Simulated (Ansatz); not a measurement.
**CH4AlO2 (SMILES C[O][Al][OH]) at UCCSD(T)/6-311+G(d,p)**

What is the electronic atomisation energy of CH4AlO2 at UCCSD(T)/6-311+G**? 

The calculation is run with Ansatz 0.2.0.

37 further runs of the same task are left out: 37 set aside as unsound or not needed.

**1. The molecule**

CH4AlO2: 8 atoms, total charge 0, spin state doublet. SMILES: `C[O][Al][OH]`. The coordinates come from a PBE0-D4/def2-TZVP relaxation. This is one conformer, not always the lowest.

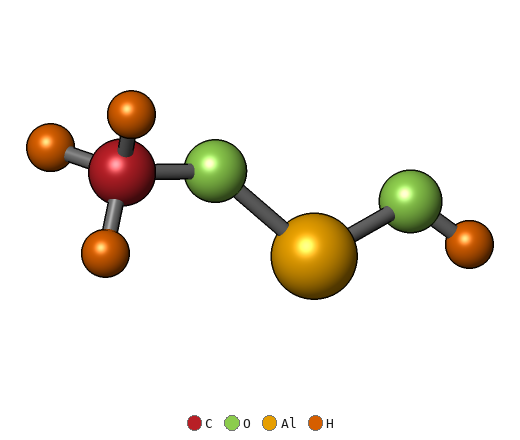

The structure, seen from a chosen angle (carbon red, oxygen green, aluminium amber, hydrogen orange).

**2. A single-point energy at UCCSD(T)/6-311+G(d,p)**

job.yaml

```yaml
crystal:
  periodic: [false, false, false]
  atoms:
    - symbol: C
      position_ang: [0.292700, 1.365900, -0.669900]
    - symbol: O
      position_ang: [-0.035800, 0.282500, 0.144300]
    - symbol: Al
      position_ang: [-0.062600, -1.399600, 0.093000]
    - symbol: O
      position_ang: [-0.601900, -2.191900, 1.497900]
    - symbol: H
      position_ang: [0.661200, 1.058300, -1.655900]
    - symbol: H
      position_ang: [-0.585400, 2.002400, -0.820800]
    - symbol: H
      position_ang: [1.070000, 1.971500, -0.192500]
    - symbol: H
      position_ang: [-0.646300, -3.146000, 1.548200]
basis:
  gaussian:
    orbitals: 6-311+G_st__st_-spherical.json
correlation:
  method: ccsd_t
  frozen_orbitals: {Al: 5, C: 1, H: 0, O: 1}
magnetization:
  spin_polarized: true
  initial_magnetization: 1
scf:
  omitted_lower_state_checks: [cluster_reference, increment]
accuracy: high
```

The basis set 6-311+G** is read from a file made from the Basis Set Exchange's data (not shown).

Command:

```console
$ ansatz run job.yaml --threads 1 --pin off --max-ram 3480MiB --events-out events.jsonl --progress --plain --runs-dir runs
```

The program printed, shortened:

```text
Warning: RAYON_NUM_THREADS=1 ignored (pool sized by the plan → 1); use --threads N
Functional definition: HF
  name "HF"
[...]
2227 factors; integrals over basis functions are off by at most 2.0e-8 eV
[...]
mean field -11754.39019224 eV, -431.9658721530 hartree, gradient 2.3e-8 eV, S^2 0.752770; 0 other end points of the search recorded, 0 dependent functions left out
8 core orbitals not correlated: weight in the atoms' cores, before any rotation towards them, 1.000 or more for the frozen orbitals, at most 0.000 for the correlated occupied ones
reference -11754.39019224 eV, -431.9658721530 hartree; 12, 11 occupied and 100, 101 virtual orbitals, 2227 factors
second order -16.43123369 eV of doubles, -0.00000000 eV of singles
cycle   1  -16.44955428 eV  change   -1.8e-2 eV  update   1.0e-1
[...]
cycle  24  -17.01601768 eV  change  -8.3e-10 eV  update   2.4e-9
perturbative correction -0.53038003 eV, -0.0194911068 hartree
Total energy: -11771.93658995 eV, -432.6106903755 hartree
Checks for a lower state left out: cluster_reference, increment
```

It took 2.8 min on 1 thread of Arm Neoverse V2, shared host; peak memory 2.5 GiB.

**3. The Al atom at the same level**

run.yaml

```yaml
crystal:
  periodic: [false, false, false]
  atoms:
    - symbol: Al
      position_ang: [0.000000, 0.000000, 0.000000]
basis:
  gaussian: {orbitals: 6-311+G_st__st_-spherical.json}
accuracy: high
correlation: {method: ccsd_t, frozen_orbitals: {Al: 5}}
magnetization: {spin_polarized: true, initial_magnetization: 1}
scf: {omitted_lower_state_checks: [cluster_reference, increment]}
```

The basis set 6-311+G** is read from a file made from the Basis Set Exchange's data (not shown).

Run the same way, it converges to -241.91741 Eh (log not shown).

**4. The C atom at the same level**

input.yaml

```yaml
crystal:
  periodic: [false, false, false]
  atoms:
    - {symbol: C, position_ang: [0.000000, 0.000000, 0.000000]}
basis:
  gaussian: {orbitals: 6-311+G_st__st_.json}
magnetization: {spin_polarized: true, initial_magnetization: 2}
correlation: {method: ccsd_t, frozen_orbitals: {C: 1}}
accuracy: high
scf: {omitted_lower_state_checks: [cluster_reference, increment]}
```

The basis set 6-311+G** is read from a file made from the Basis Set Exchange's data (not shown).

Run the same way, it converges to -37.76764 Eh (log not shown).

**5. The H atom: the energy at UHF/6-311+G(d,p)**

input.yaml

```yaml
crystal:
  periodic: [false, false, false]
  atoms:
    - {symbol: H, position_ang: [0.000000, 0.000000, 0.000000]}
basis:
  gaussian:
    orbitals: 6-311+G_st__st_.json
magnetization:
  spin_polarized: true
  initial_magnetization: 1
hamiltonian:
  xc: hf
accuracy: high
```

The basis set 6-311+G** is read from a file made from the Basis Set Exchange's data (not shown).

Command:

```console
$ ansatz run input.yaml --threads 1 --pin off --max-ram 3480MiB --events-out events.jsonl --progress --plain --runs-dir runs
```

The program printed:

```text
Warning: RAYON_NUM_THREADS=1 ignored (pool sized by the plan → 1); use --threads N
[... 2 set-up lines as earlier in the session ...]
  exchange = exact_x
  correlation = 0
21 factors; integrals over basis functions are off by at most 2.5e-9 eV
mean field evaluation 1: about -13.5530 eV, gradient 1.7e0 eV
mean field evaluation 2: about -13.5530 eV, gradient 1.7e0 eV
mean field evaluation 4: about -13.6006 eV, gradient 3.0e-3 eV
mean field evaluation 8: about -13.6005 eV, gradient 1.7e-12 eV
mean field -13.60051793 eV, -0.4998098153 hartree, gradient 8.0e-8 eV, S^2 0.750000; 0 other end points of the search recorded, 0 dependent functions left out
reference -13.60051793 eV, -0.4998098153 hartree; 1, 0 occupied and 5, 6 virtual orbitals, 21 factors
Total energy: -13.60051793 eV, -0.4998098153 hartree
```

Wall time 0.02 s (1 thread of Arm Neoverse V2, shared host).

**6. The O atom at the same level**

molecule.yaml

```yaml
crystal:
  periodic: [false, false, false]
  atoms:
    - {symbol: O, position_ang: [0.000000, 0.000000, 0.000000]}
basis:
  gaussian: {orbitals: 6-311+G_st__st_.json}
accuracy: high
correlation: {method: ccsd_t, frozen_orbitals: {O: 1}}
scf: {omitted_lower_state_checks: [cluster_reference, increment]}
magnetization: {spin_polarized: true, initial_magnetization: 2}
```

The basis set 6-311+G** is read from a file made from the Basis Set Exchange's data (not shown).

Run the same way, it converges to -74.93815 Eh (log not shown).

**7. Results**

At UCCSD(T)/6-311+G**, 8 core orbitals frozen:

```
                                             quantity          value
                               molecule: total energy  -432.61069 Eh
molecule: correlation energy (8 core orbitals frozen)     -644.8 mEh
                             molecule: (T) correction     -19.49 mEh
          molecule: ⟨S²⟩ of the reference determinant          0.753
                              molecule: T1 diagnostic          0.017
                                Al atom: total energy  -241.91741 Eh
 Al atom: correlation energy (5 core orbitals frozen)      -45.1 mEh
                              Al atom: (T) correction      -0.58 mEh
           Al atom: ⟨S²⟩ of the reference determinant          0.757
                               Al atom: T1 diagnostic          0.014
                                 C atom: total energy   -37.76764 Eh
   C atom: correlation energy (1 core orbital frozen)      -78.1 mEh
                               C atom: (T) correction      -1.14 mEh
            C atom: ⟨S²⟩ of the reference determinant          2.008
                                C atom: T1 diagnostic          0.008
                                 H atom: total energy    -0.49981 Eh
                                         H atom: ⟨S²⟩          0.750
                                 O atom: total energy   -74.93815 Eh
   O atom: correlation energy (1 core orbital frozen)     -130.8 mEh
                               O atom: (T) correction      -1.51 mEh
            O atom: ⟨S²⟩ of the reference determinant          2.008
                                O atom: T1 diagnostic          0.008
                        electronic atomisation energy      28.574 eV
```

What this shows: Taking the molecule apart into free atoms costs 28.57 eV (2757 kJ/mol), before zero-point energy and without spin-orbit coupling. The triples (molecule) make up 3.0 % of the correlation energy. The triples (Al atom) make up 1.3 % of the correlation energy. The triples (C atom) make up 1.5 % of the correlation energy. The triples (O atom) make up 1.2 % of the correlation energy.
